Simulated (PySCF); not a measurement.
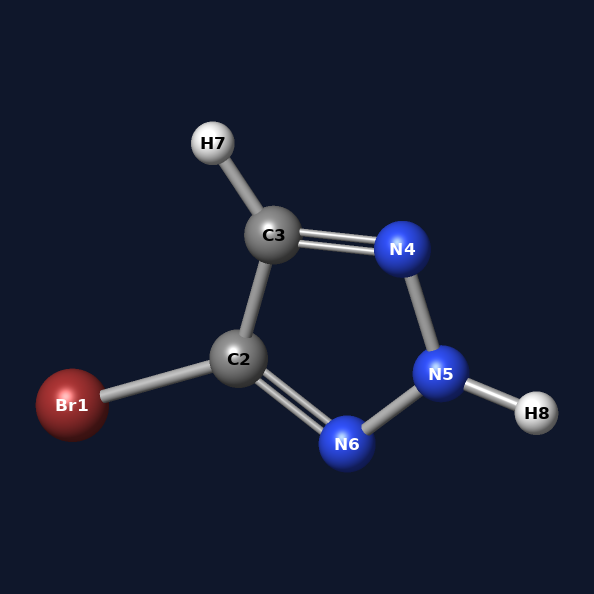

The geometry was computed by an optimisation with GFN2-xTB. No frequency run is at hand to confirm it as a minimum. Method: B3LYP/pcJ-1 (pcSseg-1 on Br) indirect spin-spin coupling, non-relativistic, gas phase (PySCF 2.14.0). Isotopes: 13C, 1H, 15N.

Give the spin–spin coupling constants of these pairs, with the number of bonds between them: C2/C3, C3/H7, N4/N5, N5/N6, C3/N5, N4/N6, C2/H8, C3/H8, N5/H7.

```json
{"pair": "C2, C3", "bonds apart": "1", "J (Hz)": "62.2"}
{"pair": "C3, H7", "bonds apart": "1", "J (Hz)": "210.9"}
{"pair": "N4, N5", "bonds apart": "1", "J (Hz)": "−14.0"}
{"pair": "N5, N6", "bonds apart": "1", "J (Hz)": "−15.0"}
{"pair": "C3, N5", "bonds apart": "2", "J (Hz)": "−1.4"}
{"pair": "N4, N6", "bonds apart": "2", "J (Hz)": "−1.4"}
{"pair": "C2, H8", "bonds apart": "3", "J (Hz)": "10.8"}
{"pair": "C3, H8", "bonds apart": "3", "J (Hz)": "7.7"}
{"pair": "N5, H7", "bonds apart": "3", "J (Hz)": "−10.4"}
```

The geometry is semi-empirical. Around Br such bond lengths and angles can be off by a tenth of an ångström or more and by several degrees, and values that hang on the shape move with them.
